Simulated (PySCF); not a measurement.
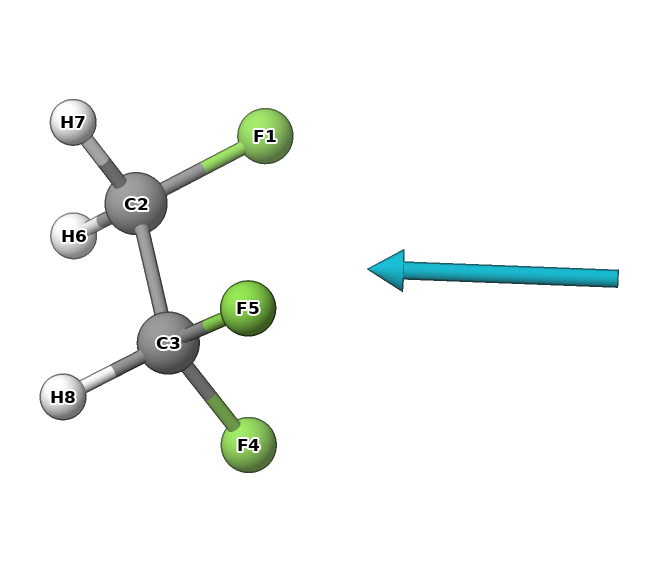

The arrow beside the molecule shows the direction of the dipole moment, from the negative to the positive end (its length means nothing). Geometry: an end point of a reaction path computed with GFN2-xTB. Level of theory: B3LYP/pcJ-1, gas phase (PySCF 2.14.0).

**Estimate the dipole moment.**

3.13 D; it points from the side of F1, F4, F5 to the side of H6, H7, H8 (the outermost atoms at the two ends).
